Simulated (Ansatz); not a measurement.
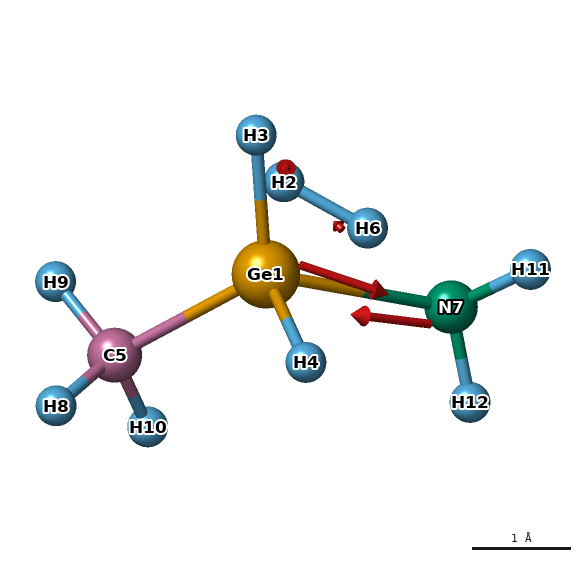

Arrows show the forces on the atoms, 0.6 Å of arrow for 1 eV/Å; forces under a tenth of the largest aren't drawn. Level of theory: PBE0-D4/def2-SVP (Ansatz 0.2.0).

**Which bond do the forces act along most?**

Ge1–N7, now 2.228 Å: the forces pull its atoms together, so a first step downhill shortens it.

List the force components in the frame of the picture (x right, y up, z towards the viewer), in eV/Å.

```
atom     Fx     Fy     Fz
 Ge1   1.53  −0.51  −0.49
  H2   0.03   0.22  −0.40
  H3  −0.01   0.01   0.00
  H4  −0.01   0.02  −0.02
  C5  −0.02   0.00   0.00
  H6  −0.15   0.15  −0.10
  N7  −1.36   0.17   1.02
  H8   0.01   0.01   0.00
  H9  −0.01   0.00   0.00
 H10   0.00  −0.01  −0.01
 H11  −0.02  −0.03  −0.02
 H12   0.01  −0.01   0.00
```
